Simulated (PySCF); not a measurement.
Consider C4H14Si2 (SMILES C[SiH2][SiH2]C(C)C).

```xyz
20

C     2.5491    0.9071    1.3336
Si    1.7538    1.4178   -0.3179
Si    0.4223   -0.2773   -1.1629
C    -0.9888   -0.7525    0.0453
C    -1.8600   -1.8698   -0.5201
C    -1.8513    0.4593    0.3858
H     1.7982    0.7263    2.0979
H     3.1278   -0.0056    1.2214
H     3.2186    1.6750    1.7100
H     1.0357    2.6804   -0.0779
H     2.8463    1.7582   -1.2413
H     1.1693   -1.5173   -1.4355
H    -0.2155    0.0854   -2.4388
H    -0.5449   -1.1198    0.9782
H    -1.2645   -2.7515   -0.7461
H    -2.3472   -1.5452   -1.4373
H    -2.6345   -2.1552    0.1919
H    -1.2602    1.2438    0.8548
H    -2.6534    0.1838    1.0707
H    -2.3059    0.8679   -0.5149
```

Geometry: GFN2-xTB.

Level of theory: PBE0/def2-SVPD, SCF density, gas phase (PySCF).

### Predict the electron density and electron localisation function between the atoms.

C–C (1.53 Å): ρ is about 1.6 e/Å³ halfway; the ELF peaks at about 0.95 between the atoms, as expected for localised, covalent bonding.
C–H (1.09 Å): ρ is about 1.9 e/Å³ halfway; the ELF climbs to about 1 towards the hydrogen, as it does in any bond to H (an ordinary covalent bond to hydrogen).

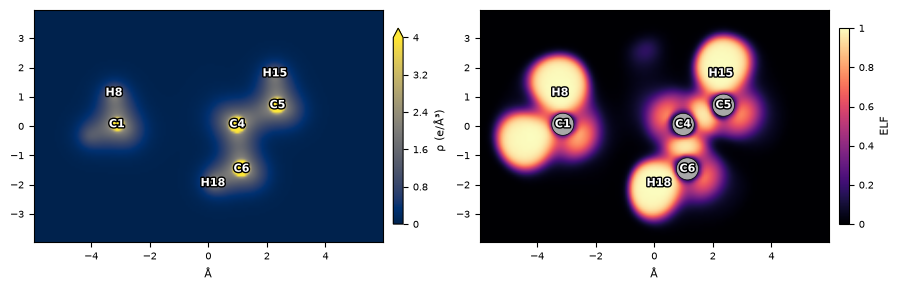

Computed electron density and electron localisation function on the plane of atoms C4, C6 and H18, in this order. Grey discs cover the atomic cores in the ELF map. 
